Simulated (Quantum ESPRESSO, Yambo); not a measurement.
# TePb (Fm-3m): G0W0 in Yambo against the screening cutoff

Wanted: the cheapest screening cutoff that holds the gap of TePb (Fm-3m).

Main program and level: Yambo 5.3.0; PBE and many-body steps on it, plane waves.

## Step 1: Set-up

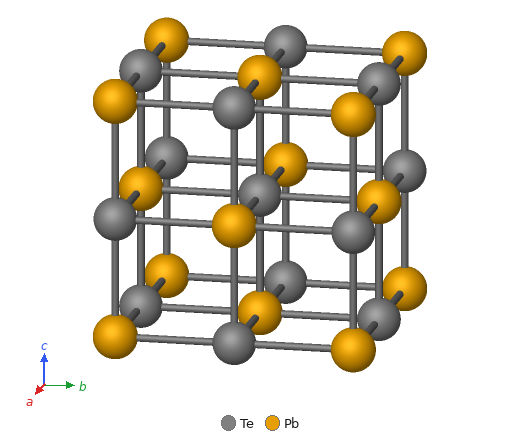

The starting structure, seen slightly off an axis (tellurium grey, lead orange). This picture shows the conventional cell, with its axes. Some periodic images of atoms are drawn too.

As a file:

```cif
data_structure
_symmetry_space_group_name_H-M 'P 1'
_symmetry_Int_Tables_number 1
_cell_length_a 4.5693
_cell_length_b 4.5693
_cell_length_c 4.5693
_cell_angle_alpha 60.000
_cell_angle_beta 60.000
_cell_angle_gamma 60.000
_cell_volume 67.46
loop_
_atom_site_label
_atom_site_type_symbol
_atom_site_fract_x
_atom_site_fract_y
_atom_site_fract_z
_atom_site_occupancy
Te1 Te 0.50000 0.50000 0.50000 1
Pb2 Pb 0.00000 0.00000 0.00000 1
```

The cell and positions come from the Crystallography Open Database and are kept as given unless a step says otherwise. Spin-orbit coupling is left out unless a step names it.

## Step 2: 2.25 Ha

This step: Yambo 5.3.0; G0W0 on PBE, plane waves, norm-conserving pseudopotentials.

G0W0 replaces the xc potential by the self-energy, built once from these orbitals. Only a window of levels is corrected, while the sums run over the empty bands that the input names.

gw7.in reads:

```
HF_and_locXC
gw0
dyson
ppa
em1d
rim_cut
RandQpts= 1000000
RandGvec= 1 RL
EXXRLvcs= 88 Ry
VXCRLvcs= 352 Ry
Chimod= "HARTREE"
% BndsRnXp
 1 | 94 |
%
NGsBlkXp= 4.5 Ry
% LongDrXp
 1 | 1 | 1 |
%
% GbndRnge
 1 | 94 |
%
DysSolver= "n"
ExtendOut
PPAPntXp= 27.21138 eV
% QPkrange
 3 | 3 | 22 | 25 |
 1 | 1 | 22 | 25 |
%
```

Run with:

```
OMP_NUM_THREADS=1 mpirun -n 4 yambo -F gw7.in -J gw7 -C gw7 > gw7.log
```

The log of the run:

```text
 Yambo, version 5.3.0

 [02] CORE Variables Setup
 =========================

  [... cell, symmetries and grids as in the set-up ...]

  [02.05] Energies & Occupations
  ==============================

  [X] === General ===
  [X] Electronic Temperature                        :  0.000000  0.000000 [eV K]
  [X] Bosonic    Temperature                        :  0.000000  0.000000 [eV K]
  [X] Finite Temperature mode                       : no
  [X] El. density                                   :  0.68189E+24 [cm-3]
  [X] Fermi Level                                   :  10.58492 [eV]

  [X] === Gaps and Widths ===
  [X] Conduction Band Min                           :  0.737770 [eV]
  [X] Valence Band Max                              :  0.000000 [eV]
  [X] Filled Bands                                  :  23
  [X] Empty Bands                                   :   24  304
  [X] Direct Gap                                    :  0.737770 [eV]
  [X] Direct Gap localized at k                     :  3
  [X] Indirect Gap                                  :  0.737770 [eV]
  [X] Indirect Gap between kpts                     :  3  3
  [X] Last valence band width                       :  2.797112 [eV]
  [X] 1st conduction band width                     :  3.341498 [eV]

 [03] Transferred momenta grid and indexing
 ==========================================

 IBZ Q-points                                      :   8
 BZ  Q-points                                      :   64

 K/Q-points units:
 rlu = crystal or reduced units; cc = cartesian coordinates; iku = interal k-units

 Q [1]          [rlu]:  0.000000  0.000000  0.000000
 Q [2]          [rlu]:  0.12654E-17  0.12654E-17  0.25000
 Q [3]          [rlu]: -0.25308E-17 -0.25308E-17 -0.50000
 Q [4]          [rlu]:  0.72382E-17  0.25000      0.25000
 Q [5]          [rlu]:  0.11223E-16  0.25000      0.50000
 Q [6]          [rlu]: -0.25308E-17  0.25000     -0.25000
 Q [7]          [rlu]: -0.14476E-16 -0.50000     -0.50000
 Q [8]          [rlu]:  0.250000 -0.500000 -0.250000

 [04] Coloumb potential Random Integration (RIM)
 ===============================================

  [04.01] RIM initialization
  ==========================

  * Diagonal components only detected *

  8 x (sBL volume)        :  0.068110 [a.u.]
  sBZ random points       :  1000000
  Points outside the sBZ  :   7968281
  RL volume               :  0.544882 [a.u.]
  Integrated volume       :  0.547051 [a.u.]

  [04.02] RIM integrals
  =====================

  Gamma point sphere radius             :  0.074078 [a.u.]
  Points outside the sphere             :   800476
  [Int_sBZ(q=0) 1/q^2]*(Vol_sBZ)^(-1/3) =:  7.776341
                                 should be <:  7.795600

  Summary of Coulomb integrals for non-metallic bands |Q|[au] RIM/Bare

  Q [1] 0.100000E-4 0.997530 * Q [2] 0.222800 1.068455
  Q [4] 0.257267 1.068048 * Q [6] 0.363830 1.030576
  Q [5] 0.426629 1.023062 * Q [3] 0.445599 1.020719
  Q [7] 0.514534 1.016898 * Q [8] 0.575266 1.013869

 [WARNING] [Xp] User bands 1-94 break level degeneracy

 [05] Dipoles
 ============

  [05.01] Setup: observables and procedures
  =========================================

  [WARNING] [x,Vnl] slows the Dipoles computation. To neglect it rename the ns.kb_pp file

 [06] Dynamic Dielectric Matrix (PPA)
 ====================================

 [WR./gw7//ndb.pp]---------------------------------------------------------------
  Brillouin Zone Q/K grids (IBZ/BZ)                :    8   64    8   64
  RL vectors                                       :   7631 [WF]
  Coulomb cutoff potential                         : none
  Electronic Temperature                           :  0.000000 [K]
  Bosonic    Temperature                           :  0.000000 [K]
  PPA    diel. fun.  energies                      : Perdew, Burke & Ernzerhof(X)+Perdew, Burke & Ernzerhof(C)
  wavefunctions                                    : Perdew, Burke & Ernzerhof(X)+Perdew, Burke & Ernzerhof(C)
  Global Gauge                                     : length
  X matrix size                                    :   65
  X band range                                     :    1   94
  X e/h energy range                               : -1.000000 -1.000000 [eV]
  X Time ordering                                  : R
  X Hxc Kernel                                     : HARTREE
  X Drude frequency                                :  0.000000  0.000000
  X poles                                          :  100.0000 [o/o]
  RL vectors in the sum                            :   7631
  [r,Vnl] included                                 : yes
  Field direction                                  :  0.577350E-5  0.577350E-5  0.577350E-5
  BZ energy Double Grid                            : no
  BZ energy DbGd points                            : 0
  BZ Q point size factor                           : -1.000000
  X Optical Averaged directions                    : none

 [07] Local Exchange-Correlation + Non-Local Fock
 ================================================

 [VXC] Plane waves :   50701
 [EXS] Plane waves :   6423

 QP @ state[ 1 ] K range:  1  1
 QP @ state[ 1 ] b range:  22  25
 QP @ state[ 2 ] K range:  3  3
 QP @ state[ 2 ] b range:  22  25

 [xc] Functional : Perdew, Burke & Ernzerhof(X)+Perdew, Burke & Ernzerhof(C)
 [xc] LIBXC used to calculate xc functional
  PP Number of Atomic Species                      :  2
  NLCC RL compoments                               :   50701
  PP Number of Atomic Species                      :  2
  NLCC RL compoments                               :   50701

 [xc] E_xc :  -36.33993 [Ha]
      E_xc :  -72.67985 [Ry]

  Local XC kind (lXC) : Perdew, Burke & Ernzerhof(X)+Perdew, Burke & Ernzerhof(C)
  Non-Local XC kind (nlXC) : Hartree-Fock

  Corrections @ K [1] :  [eV]
 <22|nlXC|22> = -14.28360  0.30823E-17 <22|lXC|22> = -12.32322  0.94384E-16
 <23|nlXC|23> = -14.28364 -0.19004E-16 <23|lXC|23> = -12.32322 -0.17776E-20
 <24|nlXC|24> = -7.103631 -0.19697E-17 <24|lXC|24> = -11.61031  0.94397E-16
 <25|nlXC|25> = -7.103486 -0.11723E-17 <25|lXC|25> = -11.61031 -0.94464E-16

  Corrections @ K [3] :  [eV]
 <22|nlXC|22> = -14.45697 -0.20204E-17 <22|lXC|22> = -12.69163  0.94413E-16
 <23|nlXC|23> = -13.78948 -0.40595E-17 <23|lXC|23> = -13.00956 -0.11786E-16
 <24|nlXC|24> = -7.211472 -0.18487E-17 <24|lXC|24> = -10.33769 -0.47187E-16
 <25|nlXC|25> = -7.562407  0.10682E-18 <25|lXC|25> = -10.66489 -0.94409E-16

 [08] Dyson equation: Newton solver
 ==================================

  [08.01] G0W0 (W PPA)
  ====================

  [  GW  ] Bands range     :    1   94
  [GW/PPA] G damping       :  0.100000 [eV]

  QP @ state[ 1 ] K range:  1  1
  QP @ state[ 1 ] b range:  22  25
  QP @ state[ 2 ] K range:  3  3
  QP @ state[ 2 ] b range:  22  25

   Sc/G bands                                       :    1   94
   Sc/G damping                                     :  0.100000 ev
   Sc bands terminator                              : no
   Sx RL components                                 :   6423

   QP @ state[ 1 ] K range                          :  1  1
   QP @ state[ 1 ] b range                          :  22  25
   QP @ state[ 2 ] K range                          :  3  3
   QP @ state[ 2 ] b range                          :  22  25
   GF energies kind                                 : Perdew, Burke & Ernzerhof(X)+Perdew, Burke & Ernzerhof(C)
   GF WF`s kind                                     : Perdew, Burke & Ernzerhof(X)+Perdew, Burke & Ernzerhof(C)
   Xs energies kind                                 : Perdew, Burke & Ernzerhof(X)+Perdew, Burke & Ernzerhof(C)
   Xs WF`s kind                                     : Perdew, Burke & Ernzerhof(X)+Perdew, Burke & Ernzerhof(C)

 [11] Game Over & Game summary
```

Elapsed: 95 s, on 4 MPI ranks of Arm Neoverse V1, shared host; peak memory 2.3 GiB.

Numbers from this step:

- G0W0 gap on the points computed: 0.7632 eV
- starting gap on the mesh: 0.7378 eV
- k of the valence top: 0, 0, -0.5
- k of the conduction bottom: 0, 0, -0.5
- least direct G0W0 gap on the computed points: 0.7632 eV
- Z at the valence top: 0.8013
- Z at the conduction bottom: 0.8085

The gap on the mesh goes from 0.74 eV to 0.76 eV, a correction of +0.03 eV.

## Step 3: 3.5 Ha

gw8.in, as its differences from gw7.in of step 2:

```diff
@@ -14,3 +14,3 @@
 %
-NGsBlkXp= 4.5 Ry
+NGsBlkXp= 7 Ry
 % LongDrXp
```

Run with:

```
OMP_NUM_THREADS=1 mpirun -n 4 yambo -F gw8.in -J gw8 -C gw8 > gw8.log
```

The log of the run:

```text
 Yambo, version 5.3.0

 [02] CORE Variables Setup
 =========================

  [... cell, symmetries and grids as in the set-up ...]

  [02.05] Energies & Occupations
  ==============================

  [X] === General ===
  [X] Electronic Temperature                        :  0.000000  0.000000 [eV K]
  [X] Bosonic    Temperature                        :  0.000000  0.000000 [eV K]
  [X] Finite Temperature mode                       : no
  [X] El. density                                   :  0.68189E+24 [cm-3]
  [X] Fermi Level                                   :  10.58492 [eV]

  [X] === Gaps and Widths ===
  [X] Conduction Band Min                           :  0.737770 [eV]
  [X] Valence Band Max                              :  0.000000 [eV]
  [X] Filled Bands                                  :  23
  [X] Empty Bands                                   :   24  304
  [X] Direct Gap                                    :  0.737770 [eV]
  [X] Direct Gap localized at k                     :  3
  [X] Indirect Gap                                  :  0.737770 [eV]
  [X] Indirect Gap between kpts                     :  3  3
  [X] Last valence band width                       :  2.797112 [eV]
  [X] 1st conduction band width                     :  3.341498 [eV]

 [03] Transferred momenta grid and indexing
 ==========================================

 IBZ Q-points                                      :   8
 BZ  Q-points                                      :   64

 K/Q-points units:
 rlu = crystal or reduced units; cc = cartesian coordinates; iku = interal k-units

 Q [1]          [rlu]:  0.000000  0.000000  0.000000
 Q [2]          [rlu]:  0.12654E-17  0.12654E-17  0.25000
 Q [3]          [rlu]: -0.25308E-17 -0.25308E-17 -0.50000
[...]
NLCC RL compoments                               :   50701
  PP Number of Atomic Species                      :  2
  NLCC RL compoments                               :   50701

 [xc] E_xc :  -36.33993 [Ha]
      E_xc :  -72.67985 [Ry]

  Local XC kind (lXC) : Perdew, Burke & Ernzerhof(X)+Perdew, Burke & Ernzerhof(C)
  Non-Local XC kind (nlXC) : Hartree-Fock

  Corrections @ K [1] :  [eV]
 <22|nlXC|22> = -14.28360  0.30823E-17 <22|lXC|22> = -12.32322  0.94384E-16
 <23|nlXC|23> = -14.28364 -0.19004E-16 <23|lXC|23> = -12.32322 -0.17776E-20
 <24|nlXC|24> = -7.103631 -0.19697E-17 <24|lXC|24> = -11.61031  0.94397E-16
[...]
Corrections @ K [3] :  [eV]
[...]
<24|nlXC|24> = -7.211472 -0.18487E-17 <24|lXC|24> = -10.33769 -0.47187E-16
 <25|nlXC|25> = -7.562407  0.10682E-18 <25|lXC|25> = -10.66489 -0.94409E-16

 [08] Dyson equation: Newton solver
 ==================================

  [08.01] G0W0 (W PPA)
  ====================

  [  GW  ] Bands range     :    1   94
  [GW/PPA] G damping       :  0.100000 [eV]

  QP @ state[ 1 ] K range:  1  1
  QP @ state[ 1 ] b range:  22  25
  QP @ state[ 2 ] K range:  3  3
  QP @ state[ 2 ] b range:  22  25

   Sc/G bands                                       :    1   94
   Sc/G damping                                     :  0.100000 ev
   Sc bands terminator                              : no
   Sx RL components                                 :   6423

   QP @ state[ 1 ] K range                          :  1  1
   QP @ state[ 1 ] b range                          :  22  25
   QP @ state[ 2 ] K range                          :  3  3
   QP @ state[ 2 ] b range                          :  22  25
   GF energies kind                                 : Perdew, Burke & Ernzerhof(X)+Perdew, Burke & Ernzerhof(C)
   GF WF`s kind                                     : Perdew, Burke & Ernzerhof(X)+Perdew, Burke & Ernzerhof(C)
   Xs energies kind                                 : Perdew, Burke & Ernzerhof(X)+Perdew, Burke & Ernzerhof(C)
   Xs WF`s kind                                     : Perdew, Burke & Ernzerhof(X)+Perdew, Burke & Ernzerhof(C)

 [11] Game Over & Game summary
```

Elapsed: 1.9 min, on 4 MPI ranks; peak memory 2.3 GiB.

Numbers from this step:

* G0W0 gap on the points computed: 0.8297 eV
* starting gap on the mesh: 0.7378 eV
* k of the valence top: 0, 0, -0.5
* k of the conduction bottom: 0, 0, -0.5
* least direct G0W0 gap on the computed points: 0.8297 eV
* Z at the valence top: 0.7990
* Z at the conduction bottom: 0.8076

Against the run before, the gap moves by +0.066 eV.

## Step 4: 7.25 Ha

gw9.in, as its differences from gw8.in of step 3:

```diff
@@ -14,3 +14,3 @@
 %
-NGsBlkXp= 7 Ry
+NGsBlkXp= 14.5 Ry
 % LongDrXp
```

Run with:

```
OMP_NUM_THREADS=1 mpirun -n 4 yambo -F gw9.in -J gw9 -C gw9 > gw9.log
```

The log of the run:

```text
 Yambo, version 5.3.0

 [02] CORE Variables Setup
 =========================

  [... cell, symmetries and grids as in the set-up ...]

  [02.05] Energies & Occupations
  ==============================

  [X] === General ===
  [X] Electronic Temperature                        :  0.000000  0.000000 [eV K]
  [X] Bosonic    Temperature                        :  0.000000  0.000000 [eV K]
  [X] Finite Temperature mode                       : no
  [X] El. density                                   :  0.68189E+24 [cm-3]
[...]
QP @ state[ 1 ] b range                          :  22  25
   QP @ state[ 2 ] K range                          :  3  3
   QP @ state[ 2 ] b range                          :  22  25
   GF energies kind                                 : Perdew, Burke & Ernzerhof(X)+Perdew, Burke & Ernzerhof(C)
   GF WF`s kind                                     : Perdew, Burke & Ernzerhof(X)+Perdew, Burke & Ernzerhof(C)
   Xs energies kind                                 : Perdew, Burke & Ernzerhof(X)+Perdew, Burke & Ernzerhof(C)
   Xs WF`s kind                                     : Perdew, Burke & Ernzerhof(X)+Perdew, Burke & Ernzerhof(C)

 [11] Game Over & Game summary
```

Run time: 4.1 min. Hardware: 4 MPI ranks; peak memory 2.3 GiB; 16 min of CPU time.

Numbers from this step:

* G0W0 gap on the points computed: 0.8416 eV
* starting gap on the mesh: 0.7378 eV
* k of the valence top: 0, 0, -0.5
* k of the conduction bottom: 0, 0, -0.5
* least direct G0W0 gap on the computed points: 0.8416 eV

Against the run before, the gap moves by +0.012 eV.

## Step 5: 9 Ha

gw10.in, as its differences from gw9.in of step 4:

```diff
@@ -14,3 +14,3 @@
 %
-NGsBlkXp= 14.5 Ry
+NGsBlkXp= 18 Ry
 % LongDrXp
```

Run with:

```
OMP_NUM_THREADS=1 mpirun -n 4 yambo -F gw10.in -J gw10 -C gw10 > gw10.log
```

The log of the run:

```text
 Yambo, version 5.3.0

 [02] CORE Variables Setup
 =========================

  [... cell, symmetries and grids as in the set-up ...]

  [02.05] Energies & Occupations
  ==============================

  [X] === General ===
  [X] Electronic Temperature                        :  0.000000  0.000000 [eV K]
  [X] Bosonic    Temperature                        :  0.000000  0.000000 [eV K]
  [X] Finite Temperature mode                       : no
  [X] El. density                                   :  0.68189E+24 [cm-3]
[...]
QP @ state[ 1 ] b range                          :  22  25
   QP @ state[ 2 ] K range                          :  3  3
   QP @ state[ 2 ] b range                          :  22  25
   GF energies kind                                 : Perdew, Burke & Ernzerhof(X)+Perdew, Burke & Ernzerhof(C)
   GF WF`s kind                                     : Perdew, Burke & Ernzerhof(X)+Perdew, Burke & Ernzerhof(C)
   Xs energies kind                                 : Perdew, Burke & Ernzerhof(X)+Perdew, Burke & Ernzerhof(C)
   Xs WF`s kind                                     : Perdew, Burke & Ernzerhof(X)+Perdew, Burke & Ernzerhof(C)

 [11] Game Over & Game summary
```

Run time: 6.4 min. Hardware: 4 MPI ranks; peak memory 2.3 GiB; 26 min of CPU time.

This step gave:

* G0W0 gap on the points computed: 0.8413 eV
* starting gap on the mesh: 0.7378 eV
* k of the valence top: 0, 0, -0.5
* k of the conduction bottom: 0, 0, -0.5
* least direct G0W0 gap on the computed points: 0.8413 eV

Against the run before, the gap moves by −0.0003 eV.

## Step 6: 11.25 Ha

gw11.in, as its differences from gw10.in of step 5:

```diff
@@ -14,3 +14,3 @@
 %
-NGsBlkXp= 18 Ry
+NGsBlkXp= 22.5 Ry
 % LongDrXp
```

Run with:

```
OMP_NUM_THREADS=1 mpirun -n 4 yambo -F gw11.in -J gw11 -C gw11 > gw11.log
```

The log of the run:

```text
 Yambo, version 5.3.0

 [02] CORE Variables Setup
 =========================

  [... cell, symmetries and grids as in the set-up ...]

  [02.05] Energies & Occupations
  ==============================

  [X] === General ===
  [X] Electronic Temperature                        :  0.000000  0.000000 [eV K]
  [X] Bosonic    Temperature                        :  0.000000  0.000000 [eV K]
  [X] Finite Temperature mode                       : no
  [X] El. density                                   :  0.68189E+24 [cm-3]
[...]
QP @ state[ 1 ] b range                          :  22  25
   QP @ state[ 2 ] K range                          :  3  3
   QP @ state[ 2 ] b range                          :  22  25
   GF energies kind                                 : Perdew, Burke & Ernzerhof(X)+Perdew, Burke & Ernzerhof(C)
   GF WF`s kind                                     : Perdew, Burke & Ernzerhof(X)+Perdew, Burke & Ernzerhof(C)
   Xs energies kind                                 : Perdew, Burke & Ernzerhof(X)+Perdew, Burke & Ernzerhof(C)
   Xs WF`s kind                                     : Perdew, Burke & Ernzerhof(X)+Perdew, Burke & Ernzerhof(C)

 [11] Game Over & Game summary
```

It took 12 min on 4 MPI ranks; peak memory 2.2 GiB.

This step gave:

```
G0W0 gap on the points computed              : 0.8415 eV
starting gap on the mesh                     : 0.7378 eV
k of the valence top                         : 0, 0, -0.5
k of the conduction bottom                   : 0, 0, -0.5
least direct G0W0 gap on the computed points : 0.8415 eV
```

Against the run before, the gap moves by +0.0001 eV.

## Step 7: Side by side

Times are wall times on 4 MPI ranks of Arm Neoverse V1, shared host, good to a factor of about two.

| run | mesh | bands | screening cutoff (eV) | DFT gap (eV) | gap on the mesh (eV) | direct (eV) | time |
| --- | --- | --- | --- | --- | --- | --- | --- |
| 2.25 Ha | 4×4×4 | 94 | 61.2 | 0.738 | 0.763 | 0.763 | 95 s |
| 3.5 Ha | 4×4×4 | 94 | 95.2 | 0.738 | 0.830 | 0.830 | 1.9 min |
| 7.25 Ha | 4×4×4 | 94 | 197.3 | 0.738 | 0.842 | 0.842 | 4.1 min |
| 9 Ha | 4×4×4 | 94 | 244.9 | 0.738 | 0.841 | 0.841 | 6.4 min |
| 11.25 Ha | 4×4×4 | 94 | 306.1 | 0.738 | 0.841 | 0.841 | 12 min |

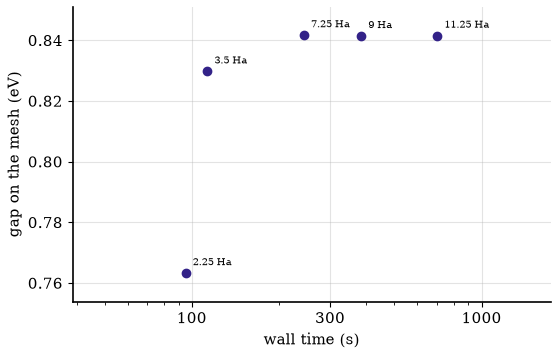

Result against wall time.

## Step 8: Summary of results

```
2.25 Ha      : 0.763 eV
3.5 Ha       : 0.830 eV
7.25 Ha      : 0.842 eV
9 Ha         : 0.841 eV
11.25 Ha     : 0.841 eV
known limits : not at the basis limit; model gap, bands may invert with spin-orbit coupling; no spin-orbit coupling; coarse k mesh
```

The setting moved: screening cutoff. From 2.25 Ha to 11.25 Ha the gap moves by +0.08 eV, for 7.4 times the time. It holds to 0.03 eV from 3.5 Ha on. Bands and screening cutoff are coupled, so a series along one setting does not show full convergence. Bands and cutoff are finite, so the gap is not at the basis limit. The miss can reach some tenths of an eV and take either sign; the mesh is an error of its own. In the G0W0 runs levels were corrected at 2 k points alone, so a gap called «on the mesh» is the least over those, and an edge elsewhere would be missed. The 4×4×4 mesh is coarse for this cell, which bears on the long-range parts of exchange and screening. Where an edge is built on 6p states of lead, bismuth or thallium, scalar-relativistic gaps usually stand too wide, by a few tenths to over one eV. With atoms this heavy and so narrow a gap, spin-orbit coupling can invert the bands. These scalar-relativistic gaps are then model values, not to be set against experiment, and a spin-orbit change taken from DFT can't simply be added.

[Paths, hosts, dates, memory and timing lines, banners, echoed tables and standing remarks are left out of the program output.]

[Logs are printed without paths, hosts, clocks, repeated set-up lines and the standing remarks that a program may print on its own settings, such as how far it seeks lower states.]

[Runs of the session that timed out or met a known fault of the program may be left out.]

[Hosts, paths, dates, database ids (printed as entryN), source tags and the programs' standing remarks are cut or masked in the printed files.]
